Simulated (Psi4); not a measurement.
# [Na2H2]+ ((NaH)2 ring) at 4 levels

Aim: a comparison of 4 runs (UHF/STO-3G, UB3LYP/6-31G*, U-wB97X-V/cc-pVTZ, UDSD-PBEP86/cc-pVTZ) of [Na2H2]+ ((NaH)2 ring). 

The calculation is run with Psi4 1.11.

1 further run of the same task is left out (it didn't finish).

## Step 1: The system as given

[Na2H2]+: 4 atoms, total charge +1, spin state doublet. Geometry: a GFN2-xTB relaxation, a rough one for these elements and not checked as a minimum. That shape belongs to the parent species and isn't relaxed for this state.

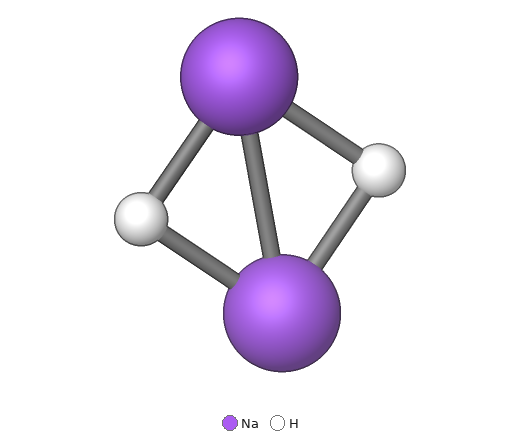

Viewed from a chosen angle; sodium purple, hydrogen white.

## Step 2: A single-point energy at UHF/STO-3G (run 1)

Contents of run.py:

```python
import psi4

psi4.set_memory(1600000000)
psi4.set_num_threads(1)
psi4.core.set_output_file('run.log', False)

geom = psi4.geometry("""
1 2
Na     1.96257507     1.12742950    -1.12176032
H     -1.13185146     2.29518576     0.29721612
Na    -1.95930584    -1.13878676     1.12822319
H      1.12856334    -2.28382851    -0.30369789
units bohr
symmetry c1
no_reorient
no_com
""")

options = {'basis': 'STO-3G', 'reference': 'uhf', 'puream': True, 'e_convergence': 1e-09, 'd_convergence': 1e-08, 'scf_type': 'pk', 'maxiter': 200}
psi4.set_options(options)

energy_value, wavefunction = psi4.energy("scf", return_wfn=True)
psi4.oeprop(wavefunction, "MAYER_INDICES", "DIPOLE", "MULLIKEN_CHARGES", title="SCF")
print(f'total energy {energy_value:.8f} hartree = {energy_value * 27.211386:.5f} eV')
for k, v in sorted(psi4.core.scalar_variables().items()):
    print(f'{k:45s} {v:18.10f}')
```

Run with:

```sh
python run.py
```

run.log:

```text
[...]
  Running in c1 symmetry.
[...]
  Nuclear repulsion =   36.320449098042225
[...]
  Multiplicity = 2
[...]
  Nalpha       = 12
  Nbeta        = 11
[...]
    Number of basis functions: 20
[...]
   @UHF iter   1:  -320.62745219846011   -1.45542e+00   1.05895e-02 DIIS/ADIIS
[...]
   @UHF iter  11:  -320.66335546056081   -2.27374e-13   7.08605e-09 DIIS
[...]
   @S^2 Observed:                8.129462601E-01
[...]
    Orbital Energies [Eh]
    ---------------------
    Alpha Occupied:
       1A    -40.427508     2A    -40.426920     3A     -2.980930
       4A     -2.980177     5A     -1.639590     6A     -1.639005
       7A     -1.637409     8A     -1.635004     9A     -1.634276
      10A     -1.632442    11A     -0.623311    12A     -0.571611
    Alpha Virtual:
      13A      0.258737    14A      0.299257    15A      0.471837
      16A      0.554209    17A      0.558012    18A      0.570754
      19A      0.691418    20A      0.791671
    Beta Occupied:
[...]
  @UHF Final Energy:  -320.66335546056081
   => Energetics <=
    Nuclear Repulsion Energy =             36.3204490980422250
    One-Electron Energy =                -519.1230283131146734
    Two-Electron Energy =                 162.1392237545116473
    Total Energy =                       -320.6633554605608083
  UHF NO Occupations:
  HONO-2 :   10  A 1.9999913
  HONO-1 :   11  A 1.9680381
[...]
 Multipole Moments:
 ------------------------------------------------------------------------------------
     Multipole            Electronic (a.u.)      Nuclear  (a.u.)        Total (a.u.)
 ------------------------------------------------------------------------------------
 L = 1.  Multiply by 2.5417464519 to convert [e a0] to [Debye]
 Dipole X            :         -0.0623642            0.0326734           -0.0296907
 Dipole Y            :          0.1658113           -0.1135726            0.0522387
 Dipole Z            :         -0.0484499            0.0646098            0.0161599
 Magnitude           :                                                    0.0622219
[...]
  Mulliken Charges: (a.u.)
   Center  Symbol    Alpha    Beta     Spin     Total
       1    NA     5.09164  5.19549 -0.10385  0.71287
       2     H     0.91198  0.29009  0.62189 -0.20206
       3    NA     5.09107  5.19489 -0.10382  0.71404
       4     H     0.90531  0.31954  0.58577 -0.22485
   Total alpha = 12.00000, Total beta = 11.00000, Total charge =  1.00000
  Mayer Bond Indices:
  Total Bond Index:
  Irrep: 1 Size: 4 x 4
[...]
```

Standard output:

```text
total energy -320.66335546 hartree = -8725.69434 eV
CURRENT ENERGY                                   -320.6633554606
CURRENT REFERENCE ENERGY                         -320.6633554606
DD SOLVATION ENERGY                                 0.0000000000
HF KINETIC ENERGY                                 313.1123973970
HF POTENTIAL ENERGY                              -633.7757528576
HF TOTAL ENERGY                                  -320.6633554606
HF VIRIAL RATIO                                     2.0241158067
NUCLEAR REPULSION ENERGY                           36.3204490980
ONE-ELECTRON ENERGY                              -519.1230283131
PCM POLARIZATION ENERGY                             0.0000000000
PE ENERGY                                           0.0000000000
SCF ITERATION ENERGY                             -320.6633554606
SCF ITERATIONS                                     11.0000000000
SCF TOTAL ENERGY                                 -320.6633554606
TWO-ELECTRON ENERGY                               162.1392237545
```

Run time: 1.4 s. Hardware: 1 thread of Intel Xeon 6975P-C (Granite Rapids), shared host; peak memory 0.18 GiB.

## Step 3: A single-point energy at UB3LYP/6-31G(d) (spherical functions) (run 2)

Contents of job.dat:

```
memory 1600 mb

molecule system {
  1 2
  Na     1.038550     0.596610    -0.593610
  H     -0.598950     1.214560     0.157280
  Na    -1.036820    -0.602620     0.597030
  H      0.597210    -1.208550    -0.160710
  units angstrom
  symmetry c1
  no_reorient
  no_com
}

set {
  basis                6-31G*
  reference            uks
  puream               true
  e_convergence        1e-09
  d_convergence        1e-08
  scf_type             pk
  dft_radial_points    99
  dft_spherical_points 590
  maxiter              200
}

energy("b3lyp")
```

Run with:

```sh
psi4 job.dat job.out -n 1
```

job.out:

```text
[...]
  Running in c1 symmetry.
[...]
  Nuclear repulsion =   36.320449084965873
[...]
  Multiplicity = 2
[...]
  Nalpha       = 12
  Nbeta        = 11
[...]
    Number of basis functions: 40
[...]
   @UKS iter   1:  -325.47968281101890   -3.16533e-02   2.26032e-03 ADIIS/DIIS
[...]
   @UKS iter   9:  -325.49023589190551   -3.14913e-11   7.71545e-09 DIIS
[...]
   @S^2 Observed:                7.683393842E-01
[...]
    Orbital Energies [Eh]
    ---------------------
    Alpha Occupied:
       1A    -38.683608     2A    -38.683233     3A     -2.427366
       4A     -2.426569     5A     -1.363341     6A     -1.359521
       7A     -1.358818     8A     -1.358139     9A     -1.357971
      10A     -1.356194    11A     -0.526957    12A     -0.485655
    Alpha Virtual:
      13A     -0.190145    14A     -0.170590    15A     -0.167815
      16A     -0.105707    17A     -0.101275    18A     -0.094909
      19A     -0.073338    20A     -0.058665    21A     -0.046775
      22A     -0.031273    23A     -0.008172    24A      0.002292
      25A      0.006853    26A      0.019855    27A      0.027985
[...]
  @UKS Final Energy:  -325.49023589190551
   => Energetics <=
    Nuclear Repulsion Energy =             36.3204490849658725
    One-Electron Energy =                -524.4220476846095380
    Two-Electron Energy =                 186.3736199867824439
    DFT Exchange-Correlation Energy =     -23.7622572790442810
    Empirical Dispersion Energy =           0.0000000000000000
    VV10 Nonlocal Energy =                  0.0000000000000000
    Total Energy =                       -325.4902358919055132
[...]
 Multipole Moments:
 ------------------------------------------------------------------------------------
     Multipole            Electronic (a.u.)      Nuclear  (a.u.)        Total (a.u.)
 ------------------------------------------------------------------------------------
 L = 1.  Multiply by 2.5417464519 to convert [e a0] to [Debye]
 Dipole X            :         -0.0345826            0.0326734           -0.0019092
 Dipole Y            :          0.1126654           -0.1135725           -0.0009071
 Dipole Z            :         -0.0558505            0.0646097            0.0087592
 Magnitude           :                                                    0.0090106
[...]
```

It took 4.8 s on 1 thread of Intel Xeon 6975P-C (Granite Rapids), shared host; peak memory 0.46 GiB.

Run 3 isn't shown in full; the table further down has it.

## Step 4: The energy at UDSD-PBEP86/cc-pVTZ (density fitting for correlation) (run 4)

Contents of h2na2.xyz:

```xyz
4
H2Na2
Na     1.038550     0.596610    -0.593610
H     -0.598950     1.214560     0.157280
Na    -1.036820    -0.602620     0.597030
H      0.597210    -1.208550    -0.160710
```

Contents of h2na2.py:

```python
import psi4

psi4.set_memory(1600000000)
psi4.set_num_threads(1)
psi4.core.set_output_file('psi4.out', False)

with open('h2na2.xyz') as f:
    atoms = ''.join(f.readlines()[2:])
molecule = psi4.geometry('1 2\n' + atoms + 'symmetry c1')

options = {'basis': 'cc-pVTZ', 'reference': 'uks', 'puream': True, 'e_convergence': 1e-09, 'd_convergence': 1e-08, 'scf_type': 'pk', 'dft_radial_points': 99, 'dft_spherical_points': 590, 'num_frozen_docc': 2, 'maxiter': 200}
psi4.set_options(options)

E, wfn = psi4.energy("dsd-pbep86", molecule=molecule, return_wfn=True)
print(f'dsd-pbep86 energy: {E:.10f} Eh')
for k, v in sorted(psi4.core.scalar_variables().items()):
    print(f'{k:45s} {v:18.10f}')
```

Run with:

```sh
python h2na2.py
```

psi4.out:

```text
[...]
  Running in c1 symmetry.
[...]
  Nuclear repulsion =   36.320449084965873
[...]
  Multiplicity = 2
[...]
  Nalpha       = 12
  Nbeta        = 11
[...]
    Number of basis functions: 96
[...]
   @UKS iter   1:  -324.92849542843311   -1.29178e-01   9.08295e-04 ADIIS/DIIS
[...]
   @UKS iter  11:  -324.94134222657402   -6.59384e-12   1.18566e-09 DIIS
[...]
   @S^2 Observed:                8.084813992E-01
[...]
    Orbital Energies [Eh]
    ---------------------
    Alpha Occupied:
       1A    -39.957809     2A    -39.957479     3A     -2.786159
       4A     -2.785403     5A     -1.583383     6A     -1.580842
       7A     -1.579293     8A     -1.578472     9A     -1.577636
      10A     -1.576250    11A     -0.633125    12A     -0.590831
    Alpha Virtual:
      13A     -0.136245    14A     -0.124353    15A     -0.121531
      16A     -0.077800    17A     -0.069962    18A     -0.066544
      19A     -0.058054    20A     -0.050361    21A     -0.043949
      22A     -0.039612    23A     -0.018452    24A     -0.018290
      25A     -0.014825    26A     -0.009779    27A     -0.005580
[...]
  @UKS Final Energy:  -324.94134222657402
   => Energetics <=
    Nuclear Repulsion Energy =             36.3204490849658725
    One-Electron Energy =                -524.9601703891397619
    Two-Electron Energy =                 172.0540828947944760
    DFT Exchange-Correlation Energy =      -8.3557038171945770
    Empirical Dispersion Energy =           0.0000000000000000
    VV10 Nonlocal Energy =                  0.0000000000000000
    Total Energy =                       -324.9413422265740223
[...]
 Multipole Moments:
 ------------------------------------------------------------------------------------
     Multipole            Electronic (a.u.)      Nuclear  (a.u.)        Total (a.u.)
 ------------------------------------------------------------------------------------
 L = 1.  Multiply by 2.5417464519 to convert [e a0] to [Debye]
 Dipole X            :         -0.0080720           -0.0032527           -0.0113247
 Dipole Y            :          0.0091610            0.0112672            0.0204282
 Dipole Z            :          0.0140804           -0.0064210            0.0076594
 Magnitude           :                                                    0.0245810
[...]
```

On the terminal:

```text
dsd-pbep86 energy: -324.9735589766 Eh
CURRENT ENERGY                                   -324.9735589766
CURRENT REFERENCE ENERGY                         -324.9413422266
DD SOLVATION ENERGY                                 0.0000000000
DFT FUNCTIONAL TOTAL ENERGY                      -324.9413422266
DFT TOTAL ENERGY                                 -324.9735589766
DFT VV10 ENERGY                                     0.0000000000
DFT XC ENERGY                                      -8.3557038172
DOUBLE-HYBRID CORRECTION ENERGY                    -0.0322167500
DSD-PBEP86 DOUBLE-HYBRID CORRECTION ENERGY         -0.0322167500
DSD-PBEP86 TOTAL ENERGY                          -324.9735589766
GRID ELECTRONS ALPHA                               11.9999984907
GRID ELECTRONS BETA                                10.9999994795
GRID ELECTRONS TOTAL                               22.9999979701
NUCLEAR REPULSION ENERGY                           36.3204490850
ONE-ELECTRON ENERGY                              -524.9601703891
PCM POLARIZATION ENERGY                             0.0000000000
PE ENERGY                                           0.0000000000
SCF ITERATION ENERGY                             -324.9413422266
SCF ITERATIONS                                     11.0000000000
SCF TOTAL ENERGY                                 -324.9413422266
TWO-ELECTRON ENERGY                               172.0540828948
XC GRID RADIAL POINTS                              99.0000000000
XC GRID SPHERICAL POINTS                          590.0000000000
XC GRID TOTAL POINTS                           224359.0000000000
```

It took 20 s on 1 thread of Intel Xeon 6975P-C (Granite Rapids), shared host; peak memory 1.2 GiB.

## Step 5: The series

| run | level | properties | integration grid | energy (Eh) | HOMO energy (eV) | LUMO energy (eV) | ⟨S²⟩ | wall time |
| --- | --- | --- | --- | --- | --- | --- | --- | --- |
| 1 | UHF/STO-3G | (mayer, dipole, mulliken) | – | -320.663355 | -10.13 | -1.30 | 0.813 | 1.4 s |
| 2 | UB3LYP/6-31G* (spherical functions) | – | 99 radial × 590 angular | -325.490236 | -12.25 | -9.62 | 0.768 | 4.8 s |
| 3 | U-wB97X-V/cc-pVTZ | – | 99 radial × 590 angular | -325.417290 | -14.17 | -7.36 | 0.777 | 45 s |
| 4 | UDSD-PBEP86/cc-pVTZ (density fitting for correlation) | – | 99 radial × 590 angular | -324.973559 | -12.90 | -7.12 | 0.808 | 20 s |

## Step 6: What came out

| quantity | value |
| --- | --- |
| run 4: total energy | -324.97356 Eh |
| run 4: HOMO energy (SCF part's orbitals) (highest over α and β) | -12.90 eV |
| run 4: LUMO energy (SCF part's orbitals) (lowest over α and β) | -7.12 eV |
| run 4: ⟨S²⟩ | 0.808 |

Totals of different functionals can't be ranked against each other. In run 1 the basis is minimal, so the values are rough. All runs together took 71 s, the longest 45 s.
